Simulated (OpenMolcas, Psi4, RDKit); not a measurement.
## BBr2Cl (dibromo(chloro)borane): methods side by side

BBr2Cl has 4 atoms, charge 0, and is taken as a singlet. SMILES: `ClB(Br)Br`. The shape is that of a PBE0-D4/def2-TZVP optimisation.

Each level gives the HOMO–LUMO gap (eV). The values are calculated.

| level | kind | program | value (eV) | CPU time |
| --- | --- | --- | --- | --- |
| extended Hückel | semi-empirical | RDKit | 7.47 | under 2 s |
| HF/6-31G* (spherical functions) | Hartree–Fock | Psi4 | 13.16 | 10 s |
| SVWN5/6-31G* (spherical functions) | LDA | OpenMolcas | 4.24 | 26 s |
| BLYP/6-31G* (spherical functions) | GGA | OpenMolcas | 4.34 | 29 s |
| M06-L/6-31G* (spherical functions) | meta-GGA | OpenMolcas | 4.79 | 31 s |
| B3LYP/6-31G* (spherical functions) | global hybrid | OpenMolcas | 6.07 | 28 s |
| B3LYP/6-31G* (Cartesian functions) | global hybrid | OpenMolcas | 6.06 | 34 s |
| DSD-PBEP86/6-31G* (density fitting for correlation, spherical functions) | double hybrid | Psi4 | 10.64 | 19 s |

All-electron rows without a relativistic Hamiltonian named are non-relativistic. The values span 4.24 to 13.16 eV. Orbital gaps aren't excitation energies, and those of double hybrids come from the SCF part alone; they tend to grow with the share of exact exchange. Times are those of the runs behind each value, whatever else they computed, on shared processors of several kinds: orders of magnitude only.

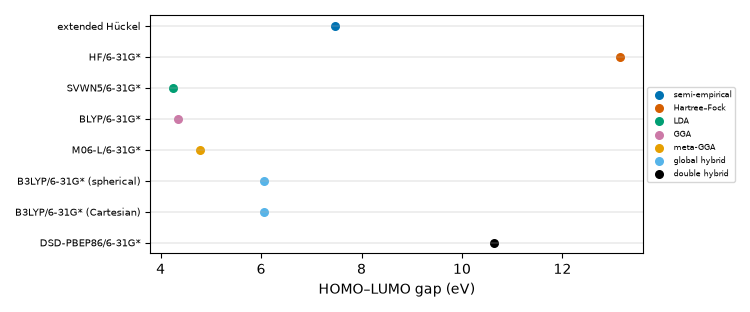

The values of the table, level by level.
